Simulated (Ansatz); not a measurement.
# PBE0/STO-3G run of B2H6

Aim: the vertical ionisation energy of B2H6 at PBE0/STO-3G, from 2 runs. 

The calculation is run with Ansatz 0.2.0.

29 further runs of the same task are left out: 29 set aside as unsound or not needed.

### 1 The molecule

The species is B2H6 (8 atoms), meant as a singlet with charge 0. The shape is that of a GFN2-xTB optimisation.

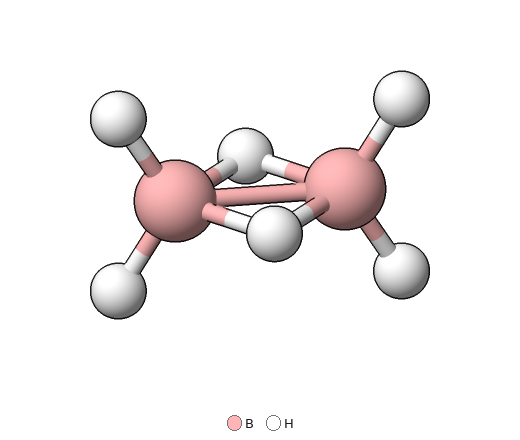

The structure, seen from a chosen angle (boron pink, hydrogen white).

### 2 A single-point energy at PBE0/STO-3G

Input file molecule.yaml:

```yaml
crystal:
  periodic: [false, false, false]
  atoms:
    - {symbol: B, position_ang: [0.512330, -0.651880, 0.361590]}
    - {symbol: H, position_ang: [1.348300, -1.184480, -0.267850]}
    - {symbol: H, position_ang: [0.361730, -0.994490, 1.474260]}
    - {symbol: H, position_ang: [0.629670, 0.651070, 0.285640]}
    - {symbol: B, position_ang: [-0.512660, 0.652050, -0.361420]}
    - {symbol: H, position_ang: [-1.347930, 1.185240, 0.267880]}
    - {symbol: H, position_ang: [-0.360500, 0.994270, -1.473760]}
    - {symbol: H, position_ang: [-0.630940, -0.651780, -0.286340]}
basis:
  gaussian:
    orbitals: STO-3G
hamiltonian:
  xc: pbe0
accuracy: high
```

On the command line:

```console
$ ansatz run molecule.yaml --threads 1 --pin off --max-ram 2610MiB --events-out events.jsonl --progress --plain --runs-dir runs
```

What it wrote:

```text
Warning: RAYON_NUM_THREADS=1 ignored (pool sized by the plan → 1); use --threads N
Functional definition: PBE0
  name "PBE0"
  parameter a = 0.25
  parameter kappa = 0.804
  parameter beta = 0.06672455060314922
  exchange = (1 - a)*pbe_x(kappa = kappa, mu = beta*pi^2/3) + a*exact_x
  correlation = pbe_c(beta = beta)
272 factors; integrals over basis functions are off by at most 1.5e-8 eV
mean field evaluation 1: about -1429.5524 eV, gradient 1.0e1 eV
mean field evaluation 2: about -1429.8752 eV, gradient 4.7e0 eV
mean field evaluation 4: about -1429.9490 eV, gradient 3.2e-1 eV
mean field evaluation 8: about -1429.8795 eV, gradient 1.2e-3 eV
mean field -1429.87948492 eV, -52.5471018636 hartree, gradient 7.4e-8 eV, S^2 0.000000; 0 other end points of the search recorded, 0 dependent functions left out
reference -1429.87948634 eV, -52.5471019160 hartree; 8, 8 occupied and 8, 8 virtual orbitals, 272 factors
Total energy: -1429.87948634 eV, -52.5471019160 hartree
```

Run time: 0.96 s. Hardware: 1 thread of Arm Neoverse V2, shared host; peak memory 0.093 GiB.

### 3 The doublet cation, same level

Input file run.yaml:

```yaml
crystal:
  periodic: [false, false, false]
  atoms:
    - {symbol: B, position_ang: [0.512330, -0.651880, 0.361590]}
    - {symbol: H, position_ang: [1.348300, -1.184480, -0.267850]}
    - {symbol: H, position_ang: [0.361730, -0.994490, 1.474260]}
    - {symbol: H, position_ang: [0.629670, 0.651070, 0.285640]}
    - {symbol: B, position_ang: [-0.512660, 0.652050, -0.361420]}
    - {symbol: H, position_ang: [-1.347930, 1.185240, 0.267880]}
    - {symbol: H, position_ang: [-0.360500, 0.994270, -1.473760]}
    - {symbol: H, position_ang: [-0.630940, -0.651780, -0.286340]}
basis:
  gaussian:
    orbitals: STO-3G
total_charge: 1
hamiltonian:
  xc: {name: PBE0}
accuracy: high
magnetization:
  spin_polarized: true
  initial_magnetization: 1
```

On the command line:

```console
$ ansatz run run.yaml --threads 1 --pin off --max-ram 2610MiB --events-out events.jsonl --progress --plain --runs-dir runs
```

What it wrote:

```text
Warning: RAYON_NUM_THREADS=1 ignored (pool sized by the plan → 1); use --threads N
Functional definition: PBE0
  name "PBE0"
  parameter a = 0.25
  parameter kappa = 0.804
  parameter beta = 0.06672455060314922
  exchange = (1 - a)*pbe_x(kappa = kappa, mu = beta*pi^2/3) + a*exact_x
  correlation = pbe_c(beta = beta)
272 factors; integrals over basis functions are off by at most 1.5e-8 eV
mean field evaluation 1: about -1418.4402 eV, gradient 2.7e0 eV
mean field evaluation 2: about -1418.5182 eV, gradient 4.8e-1 eV
mean field evaluation 4: about -1418.4484 eV, gradient 2.3e-1 eV
mean field evaluation 8: about -1418.4489 eV, gradient 1.2e-3 eV
mean field evaluation 16: about -1418.4489 eV, gradient 1.2e-7 eV
mean field -1418.44891777 eV, -52.1270362688 hartree, gradient 3.7e-8 eV, S^2 0.752777; 0 other end points of the search recorded, 0 dependent functions left out
reference -1418.44891932 eV, -52.1270363256 hartree; 8, 7 occupied and 8, 9 virtual orbitals, 272 factors
Total energy: -1418.44891932 eV, -52.1270363256 hartree
```

Wall time 1.7 s (1 thread of Arm Neoverse V2, shared host); peak memory 0.13 GiB.

### 4 Summary of results

Level: PBE0/STO-3G.

```
                                          quantity         value
                        singlet B2H6: total energy  -52.54710 Eh
                      doublet cation: total energy  -52.12704 Eh
                              doublet cation: ⟨S²⟩         0.753
vertical ionisation energy (to the doublet cation)     11.431 eV
```

In words: Removing an electron at fixed nuclei costs 11.43 eV (1103 kJ/mol). In a minimal basis such a difference can be off by several eV, whatever the method.
